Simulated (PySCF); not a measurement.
```csv
atom,x (Å),y (Å),z (Å)
C,-3.0289,1.1960,-0.5773
C,-2.1563,-0.0590,-0.5630
C,-2.7872,-1.1442,0.3121
N,-0.8232,0.2799,-0.1254
Si,0.5612,-0.6382,-0.5570
N,1.8670,0.2119,0.1888
Si,3.5337,-0.2596,0.1830
N,4.5160,0.7289,1.1982
H,-2.5776,1.9560,-1.2093
H,-3.1251,1.5956,0.4307
H,-4.0219,0.9676,-0.9558
H,-2.0608,-0.4424,-1.5835
H,-2.8755,-0.7932,1.3388
H,-3.7777,-1.4039,-0.0531
H,-2.1633,-2.0339,0.3033
H,-0.8402,0.6799,0.8025
H,0.6474,-2.0214,-0.0664
H,0.6005,-0.6378,-2.0251
H,1.6975,1.1956,0.3283
H,4.1300,-0.1454,-1.1502
H,3.5873,-1.6111,0.7289
H,4.3096,0.7607,2.1833
H,4.7827,1.6451,0.8780
```

Geometry: GFN2-xTB.

Level of theory: PySCF 2.14.0, PBE0/pcSseg-1, SCF density, gas phase, non-relativistic.

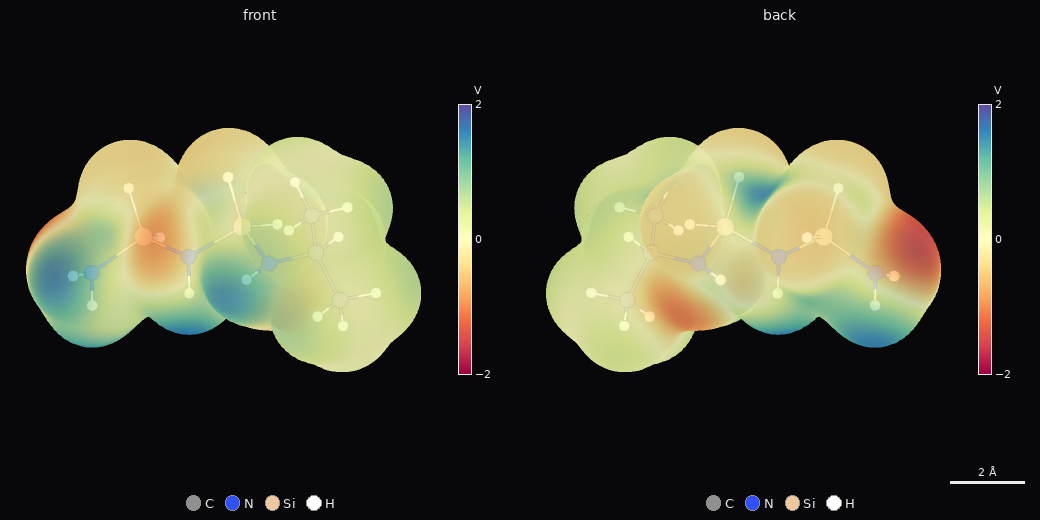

C₃H₁₅N₃Si₂. The molecular electrostatic potential painted on the density surface at 0.002 e/bohr³, seen from the front and from behind; the colour scale runs from red (negative) to blue (positive).

**Describe the electrostatic potential map.**

The most negative region (about −1.5 V, or −35 kcal/mol for a unit charge) lies over N8, the most positive (about +1.6 V, or +37 kcal/mol for a unit charge) over the H and Si atoms. N8 is the likeliest acceptor of a hydrogen bond.
